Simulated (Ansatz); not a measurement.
**Run report: AlH2SeF3, single-point calculation**

- system: AlH2SeF3, SMILES [F][Al-]([F])([F])[SeH2+]
- method: RKS PBE0-D4/def2-TZVPP (Ansatz 0.2.0)

The geometry comes from this level: PBE0-D4/def2-TZVP.

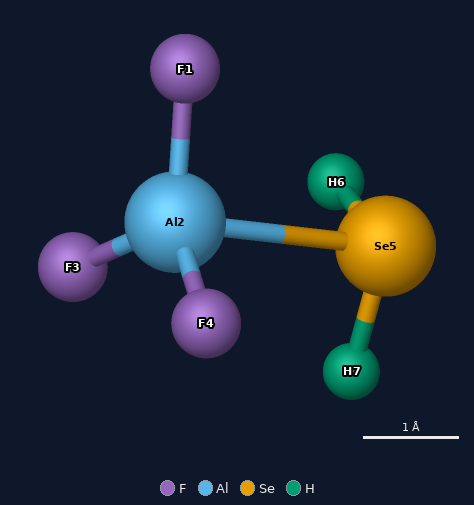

Fig. 1: The input geometry (ball-and-stick view, seen at a tilt; atoms are numbered from 1 in the order of the input). Sticks mark near contacts.

Results in brief

- outcome: converged
- total energy: −80122.0285 eV
- mean-field energy: −80121.9035 eV
- dispersion energy: −0.1251 eV
- SCF solution under orbital rotations: stable
- HOMO: −9.49 eV
- LUMO: −1.32 eV
- hardware: 4 threads of Arm Neoverse V1, 23 GiB of memory available, shared host
- wall time: 2.8 s (CPU time 10 s)
- peak memory: 0.61 GiB

The input
```yaml
crystal:
  periodic: [false, false, false]
  atoms:
    - {symbol: F, position_ang: [0.566921, -1.065045, 1.835366]}
    - {symbol: Al, position_ang: [0.257769, -1.027924, 0.216060]}
    - {symbol: F, position_ang: [-1.290263, -1.333428, -0.267271]}
    - {symbol: F, position_ang: [1.470339, -1.431794, -0.825820]}
    - {symbol: Se, position_ang: [0.329153, 1.542773, -0.112107]}
    - {symbol: H, position_ang: [-0.967632, 1.758635, 0.545097]}
    - {symbol: H, position_ang: [-0.304986, 1.488784, -1.436926]}
basis:
  gaussian: {orbitals: def2-TZVPP}
hamiltonian: {xc: pbe0, dispersion: d4}
output: {orbitals: {seedname: orbitals}}
```

Launch command:
```bash
ansatz run in.yaml --threads 4 --pin off --events-out ev --progress --plain --max-ram 10444MiB
```

Output
```
Functional definition: PBE0
  name "PBE0"
  cite "Adamo & Barone, J. Chem. Phys. 110, 6158 (1999) doi:10.1063/1.478522"
  cite "Perdew, Burke & Ernzerhof, Phys. Rev. Lett. 77, 3865 (1996) doi:10.1103/PhysRevLett.77.3865"
  parent pbe
  parameter a = 0.25
  parameter kappa = 0.804
  parameter beta = 0.06672455060314922
  exchange = (1 - a)*pbe_x(kappa = kappa, mu = beta*pi^2/3) + a*exact_x
  correlation = pbe_c(beta = beta)
1298 factors; their error is unknown
mean field evaluation 1: about -80115.6563 eV, gradient 6.4e1 eV
mean field evaluation 2: about -80106.3423 eV, gradient 1.1e2 eV
mean field evaluation 4: about -80121.4481 eV, gradient 1.3e0 eV
mean field evaluation 8: about -80121.4520 eV, gradient 3.3e-2 eV
mean field evaluation 16: about -80121.9034 eV, gradient 4.2e-5 eV
mean field -80121.90342024 eV, -2944.4256421169 hartree, gradient 4.2e-5 eV, S^2 0.000000; 0 other end points of the search recorded, 0 dependent functions left out
reference -80121.90345221 eV, -2944.4256432920 hartree; 38, 38 occupied and 173, 173 virtual orbitals, 1298 factors
Total energy: -80122.02853336 eV, -2944.4302399395 hartree
```

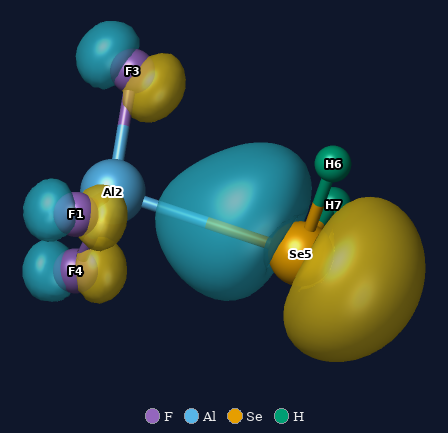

Fig. 2: One frontier orbital at ±0.15 Å⁻³ᐟ² (yellow and cyan are the two phases), seen from the side. The HOMO, at −9.49 eV.

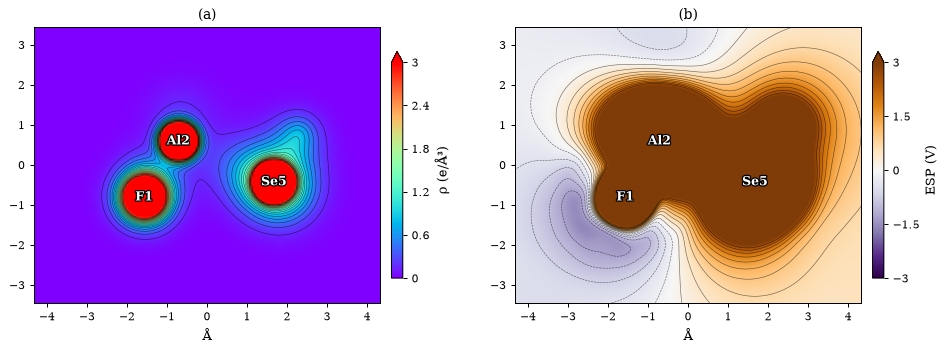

Fig. 3: (a) total electron density; (b) electrostatic potential on the plane of atoms F1, Al2 and Se5. Al–F (1.65 Å): ρ is about 0.92 e/Å³ halfway. Al–Se (2.59 Å): ρ at the midpoint is about 0.39 e/Å³, with its minimum of 0.24 e/Å³ about 0.9 Å from Al.

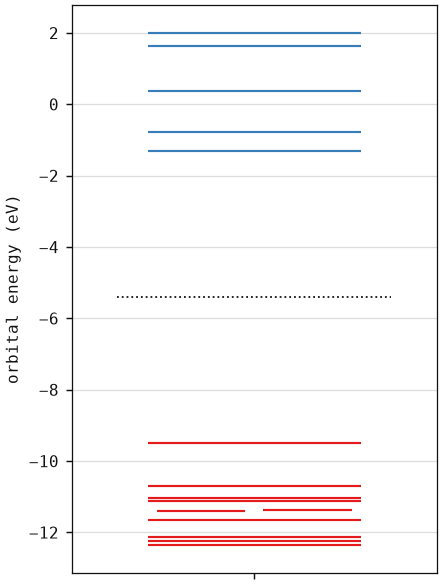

Fig. 4: Orbital energies near the frontier; the dotted line parts filled from empty levels, and levels within 0.02 eV of each other stand side by side. Highest filled −9.49 eV, lowest empty −1.32 eV, 8.17 eV apart.
